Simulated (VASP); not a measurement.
Input:

```
CELL_PARAMETERS angstrom
      4.15456     0.00000     0.00000
     -2.07728     3.59796     0.00000
      0.00000     0.00000     6.78193
ATOMIC_POSITIONS crystal
  Cd 0.33333 0.66667 0.99985
  Cd 0.66667 0.33333 0.49985
  S  0.33333 0.66667 0.37515
  S  0.66667 0.33333 0.87515
```

All values below come from r2SCAN meta-GGA, VASP's PBE PAW potentials (set 64) (plane waves; VASP). Numerical set-up: 400 eV cut-off, 7×7×4 Γ-centred mesh, tetrahedra with Blöchl corrections, potentials Cd S.

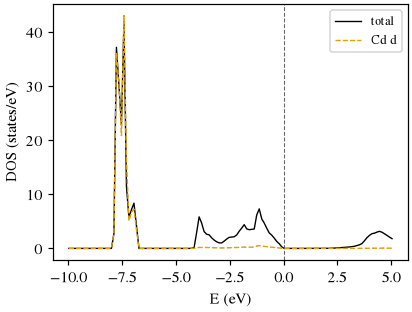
Figure. Total and projected density of states, zero at the valence-band maximum

Within 2 eV below the valence-band maximum the largest weight inside VASP's projection spheres is S p.

The gap is direct, 1.62 eV, from the valence maximum at Γ to the conduction minimum at Γ.

The structure was generated: CdS was put into the wurtzite type (P6_3mc), which need not be its known phase. It was relaxed first, which changed the volume by +7 %.
